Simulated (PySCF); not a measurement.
# C₅H₁₀Si (SMILES C=CC1C[SiH2]C1): what the fields show

| atom | x (Å) | y (Å) | z (Å) |
| --- | --- | --- | --- |
| C | 2.6075 | 0.2666 | -0.0928 |
| C | 1.3726 | -0.1351 | -0.3308 |
| C | 0.1617 | 0.3660 | 0.3755 |
| C | -0.9001 | 0.9071 | -0.6183 |
| Si | -2.0924 | -0.5268 | -0.2092 |
| C | -0.6491 | -0.7945 | 1.0118 |
| H | 2.8247 | 1.0139 | 0.6536 |
| H | 3.4543 | -0.1280 | -0.6292 |
| H | 1.1766 | -0.8861 | -1.0869 |
| H | 0.4541 | 1.1163 | 1.1135 |
| H | -0.5265 | 0.9742 | -1.6384 |
| H | -1.2507 | 1.8991 | -0.3412 |
| H | -2.2465 | -1.5450 | -1.2495 |
| H | -3.3883 | -0.1639 | 0.3652 |
| H | -0.8800 | -0.6072 | 2.0584 |
| H | -0.1257 | -1.7478 | 0.9659 |

Geometry: GFN2-xTB.

Theory: CAM-B3LYP/def2-SVPD, SCF density, gas phase (PySCF 2.14.0).

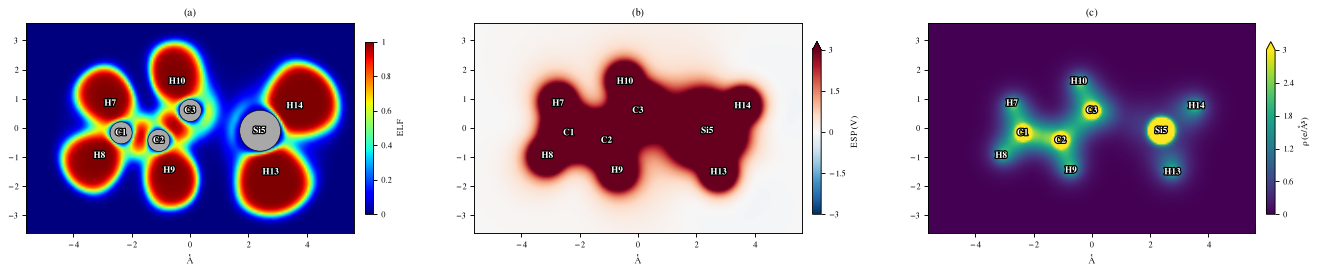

Figure 1. (a) ELF; (b) electrostatic potential; (c) electron density on the plane of atoms C1, C2 and H9. Grey discs cover the atomic cores in the ELF map.

> What does the map show?

Atoms in the plane: C, Si and H.
C–C (1.32 Å): ρ is about 2.4 e/Å³ halfway; the ELF peaks at about 0.95 between the atoms: a short, multiple covalent bond.
C–H (1.08 Å): ρ is about 2 e/Å³ halfway; the ELF climbs to about 1 towards the hydrogen, as it does in any bond to H (a covalent bond by its length).
C–C (1.49 Å): the density is about 1.8 e/Å³ at the midpoint; the ELF peaks at about 0.95 between the atoms: a shared electron pair.
Si–H (1.46 Å): ρ is about 0.79 e/Å³ halfway; the ELF climbs to about 1 towards the hydrogen.
The potential has no marked negative region in this plane.

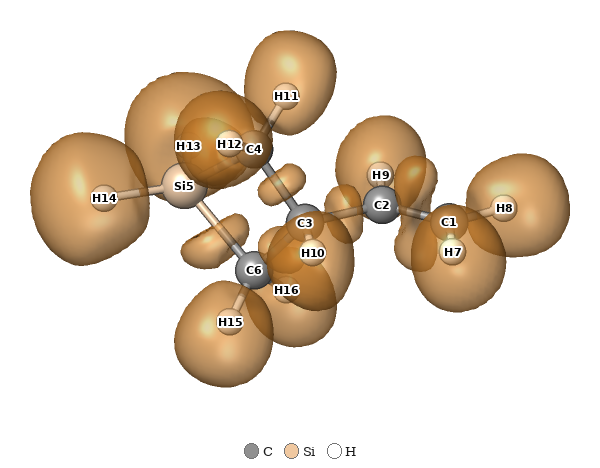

Figure 2. Isosurface of the ELF at 0.8 (orange), seen at a tilt. Core shells and regions of very low density are left out.

> What do the ELF domains correspond to?

At this value the surface marks out four regions between bonded C–C atoms (shared pairs), two regions between bonded C–Si atoms (shared pairs) and ten regions around hydrogen nuclei.


 C–Si (1.91 Å): the ELF peaks at about 0.95 between the atoms: localised, covalent bonding.

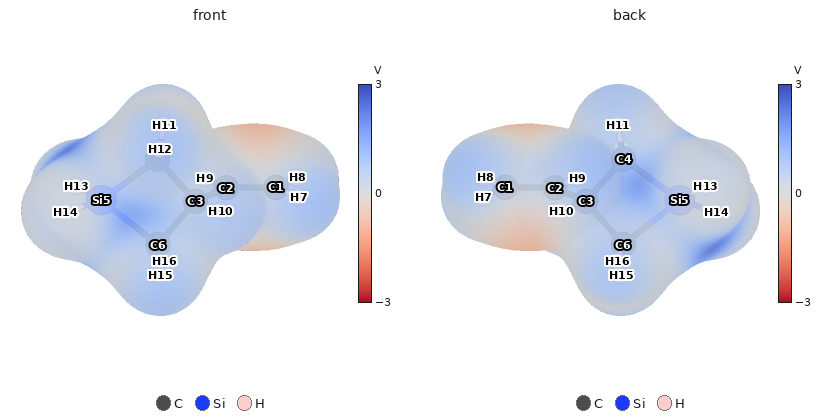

Figure 3. The electrostatic potential painted on the density surface at 0.004 e/bohr³, seen from the front and from behind; the colour scale runs from red (negative) to blue (positive).

> Describe the electrostatic potential map.

The most negative region (about −0.8 V, or −18 kcal/mol for a unit charge) lies over the π face of C1 and C2, the most positive (about +2.0 V, or +46 kcal/mol for a unit charge) over Si5.
